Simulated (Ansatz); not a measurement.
Cl5FW···HBr

```xyz
9

W    -0.1165   -0.1095   -0.0784
Cl   -0.0724   -0.0469    2.2917
Cl    2.1711   -0.1995   -0.2589
Cl   -0.2398    2.1746   -0.2750
Cl   -2.4432   -0.1912   -0.0360
Cl   -0.1592   -2.4369   -0.0191
F    -0.1987   -0.2056   -1.9562
Br    2.2916    2.3551    1.5689
H     1.7135    1.7291    2.8092
```

Core potentials replace the inner electrons of W; not at a stationary point (largest force 1.8 eV/Å).

These are results of RKS PBE/def2-SVP in Ansatz, not measurements.

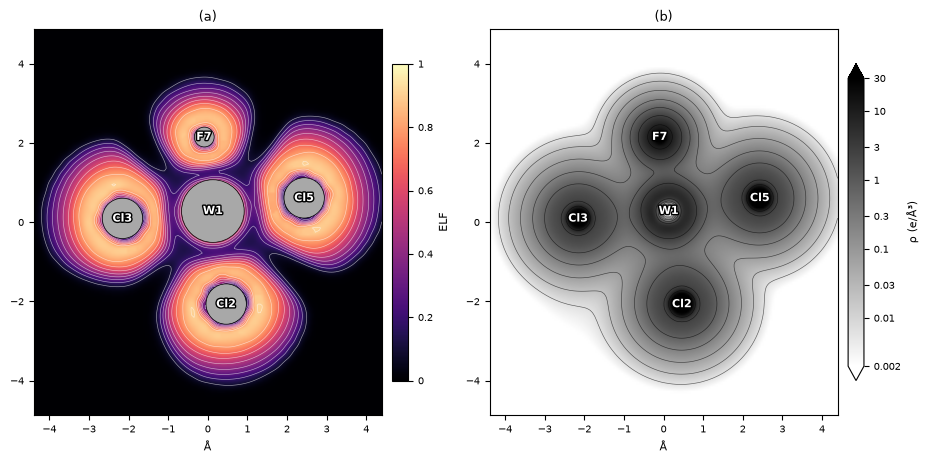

Figure 1. (a) ELF; (b) electron density on the plane of atoms Cl2, W1 and Cl5. Grey discs cover the atomic cores in the ELF map.

> What do the fields say about this system?

The section cuts through W, Cl and F sites. W–F (1.88 Å): the density is about 1.1 e/Å³ at the midpoint; the ELF peaks at about 0.85 in the valence shell of F, 0.5 Å from its nucleus, and drops to about 0.20 between the two atoms. W–Cl (2.30 Å): the density is about 0.68 e/Å³ at the midpoint; the ELF peaks at about 0.85 in the valence shell of Cl, 0.9 Å from its nucleus, and is about 0.35 at the midpoint. W–Cl (2.37 Å): ρ at the midpoint is about 0.58 e/Å³; the ELF peaks at about 0.85 in the valence shell of Cl, 0.9 Å from its nucleus, and is about 0.35 at the midpoint.

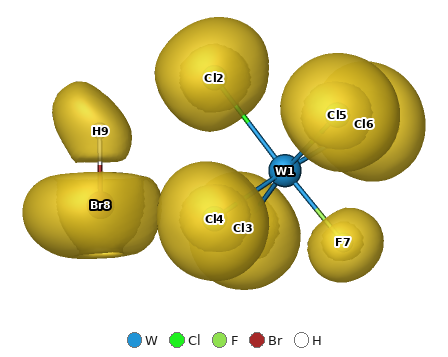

Figure 2. Isosurface of the ELF at 0.75 (yellow), seen at a tilt. Core shells and regions of very low density are left out.

> What do the ELF domains correspond to?

The surface consists of one region around a hydrogen nucleus, one ring or bowl of non-bonding electrons around Br, five regions wrapped around Cl (the valence shell of each) and one region wrapped around F (its valence shell). Along the contacts the grid gives the following. Cl2···H9 (2.57 Å): the ELF dips to about 0.05 between them.

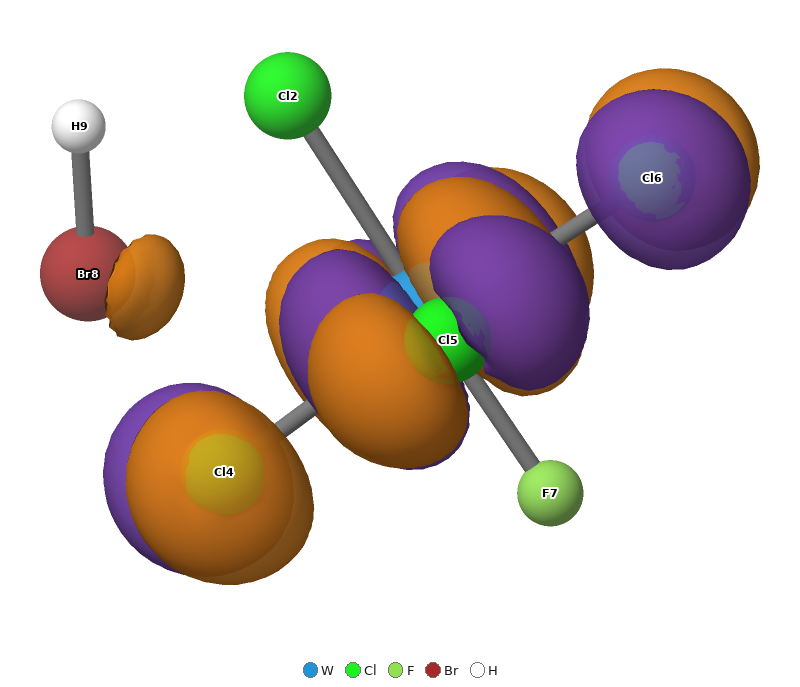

Figure 3. One frontier orbital at ±0.08 Å⁻³ᐟ² (orange and purple are the two phases), seen at an oblique angle.

> Which orbital is it: HOMO or LUMO?

The LUMO, at −5.68 eV. It lies mainly on W1 (about 55 %), Cl3 (about 15 %), Cl4 (about 15 %), Cl5 (about 10 %) and Cl6 (about 10 %).
